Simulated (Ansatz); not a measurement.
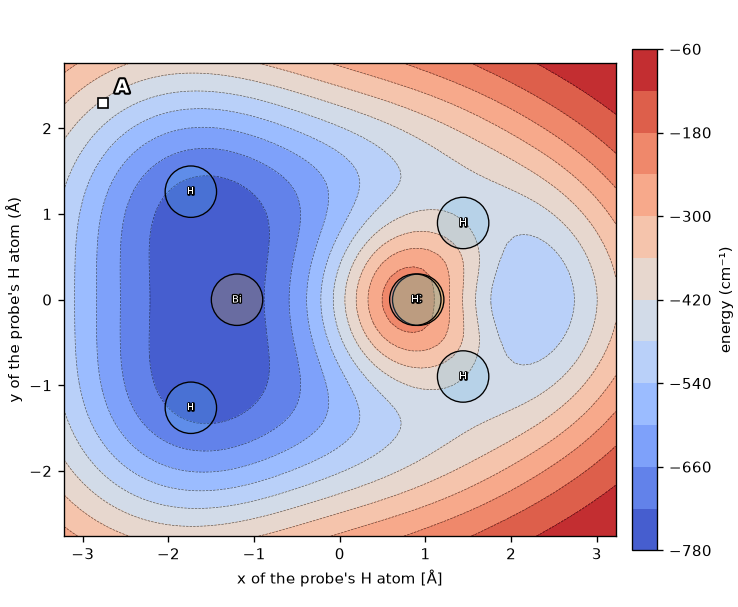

CH₅Bi with the probe H2O. The probe is moved over a plane parallel to the molecule's main plane, 2.78 Å above it. Coordinates scanned: (1) x of the probe's H atom; (2) y of the probe's H atom. Nothing is relaxed (molecule and probe rigid, the probe upright with H nearest the plane). Grid: 15 × 13 points. Points are written as (first, second). All energies are given in cm⁻¹ relative to molecule and probe far apart, each relaxed in its own basis (no counterpoise correction). Theory: Ansatz 0.2.0, RHF-MP2, frozen core/def2-SVPD.

In the figure: filled contours, labelled circles for the molecule's atoms, projected on the plane, the point A. Between grid points the surface is interpolated.

> Is A at rest? If not, where is it pushed?

A, at (−2.76 Å, 2.30 Å), is not a stationary point. The computed force is 0.031 eV/Å in the plane, pointing down and right in the picture (components 0.018 and −0.025 eV/Å).
